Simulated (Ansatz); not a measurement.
The reference is HfO2 in the fluorite structure (space group Fm-3m, No. 225; a = 5.044 Å). Axes: x, y, z lie along the cube axes.

Now apply this change: biaxial strain +0.50 %, plane normal [001], relaxed out of plane (Cartesian); in-plane vectors clamped, the third vector and the atoms free.

The values are results of Ansatz (an electronic-structure program) PBEsol, no SOC, not measurements.

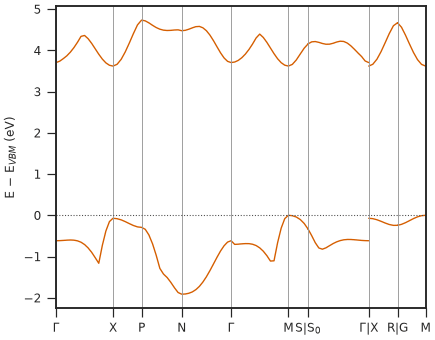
Figure: Highest valence and lowest conduction band along the path of the changed cell's own zone

### Question
Read the changed gap and its character from the plot.

### Answer
About 3.6 eV, direct at M.

With Hf present, leaving out spin-orbit coupling can change the band edges. Stability against distortions was not tested. This is not the structure that HfO2 has at room temperature and ambient pressure. Labels are those of the standard path for the cell's own space group.
